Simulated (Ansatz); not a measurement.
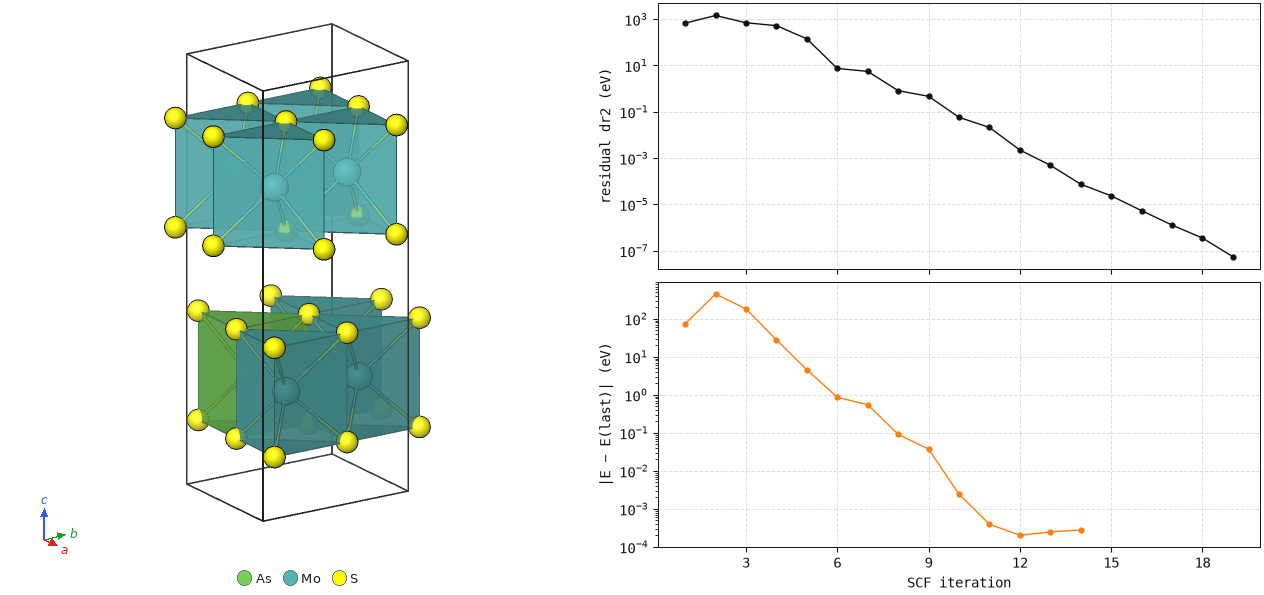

Beside the plot: the structure.

The plot shows the SCF iterations of a calculation: density residual dr2, distance of the Harris–Foulkes energy from its last value. Energy differences below 3 × 10⁻⁶ eV aren't drawn. The starting density is a sum of atomic densities corrected by a trained network.

Mo$_{7}$AsS$_{16}$ (defect cell, 24 atoms in the cell, total charge +10), run with Ansatz.

```
crystal:
  lattice:
    - [6.338, 0.0, 0.0]
    - [-3.169, 5.4888690092, 0.0]
    - [0.0, 0.0, 12.324]
  atoms:
    - { symbol: As, position: [0.1666666666, 0.3333333334, 0.25] }
    - { symbol: Mo, position: [0.1666666666, 0.8333333334, 0.25] }
    - { symbol: Mo, position: [0.6666666666, 0.3333333334, 0.25] }
    - { symbol: Mo, position: [0.6666666666, 0.8333333334, 0.25] }
    - { symbol: Mo, position: [0.3333333334, 0.1666666666, 0.75] }
    - { symbol: Mo, position: [0.3333333334, 0.6666666666, 0.75] }
    - { symbol: Mo, position: [0.8333333334, 0.1666666666, 0.75] }
    - { symbol: Mo, position: [0.8333333334, 0.6666666666, 0.75] }
    - { symbol: S, position: [0.1666666666, 0.3333333334, 0.623] }
    - { symbol: S, position: [0.1666666666, 0.8333333334, 0.623] }
    - { symbol: S, position: [0.6666666666, 0.3333333334, 0.623] }
    - { symbol: S, position: [0.6666666666, 0.8333333334, 0.623] }
    - { symbol: S, position: [0.3333333334, 0.1666666666, 0.123] }
    - { symbol: S, position: [0.3333333334, 0.6666666666, 0.123] }
    - { symbol: S, position: [0.8333333334, 0.1666666666, 0.123] }
    - { symbol: S, position: [0.8333333334, 0.6666666666, 0.123] }
    - { symbol: S, position: [0.1666666666, 0.3333333334, 0.877] }
    - { symbol: S, position: [0.1666666666, 0.8333333334, 0.877] }
    - { symbol: S, position: [0.6666666666, 0.3333333334, 0.877] }
    - { symbol: S, position: [0.6666666666, 0.8333333334, 0.877] }
    - { symbol: S, position: [0.3333333334, 0.1666666666, 0.377] }
    - { symbol: S, position: [0.3333333334, 0.6666666666, 0.377] }
    - { symbol: S, position: [0.8333333334, 0.1666666666, 0.377] }
    - { symbol: S, position: [0.8333333334, 0.6666666666, 0.377] }
total_charge: 10
kpoints:
  mp_grid: { grid: [4, 4, 2] }
scf:
  occupations: { method: fermi_dirac, width: 0.01 }
  max_iter: 75
hamiltonian:
  xc: pbe
  pseudopotentials: { kind: paw }
output:
  forces: true
  stress: true
  populations: true
  efg:
    quadrupole_moments_barn: { As: 0.311, Mo: -0.022, S: -0.0694 }
    contact_densities: true
```

Run as:
```bash
ansatz run input.yaml --threads 1 --pin off --max-ram 3072MiB --backend cpu --events-out ev --progress --plain --runs-dir out
```

Q: How did this run end?

A: It converged, after 19 iterations. The residual comes down, with one marked jump up, by a factor of about 2, at step 2.

Q: Read the residual at the first and at the last step drawn.

A: It starts near 700 and ends near 6 × 10⁻⁸ eV.

Q: Is anything amiss with this input?

A: The input holds a fault (a charge that the system can't hold). The SCF closed all the same, which doesn't make the results meaningful for the real system.
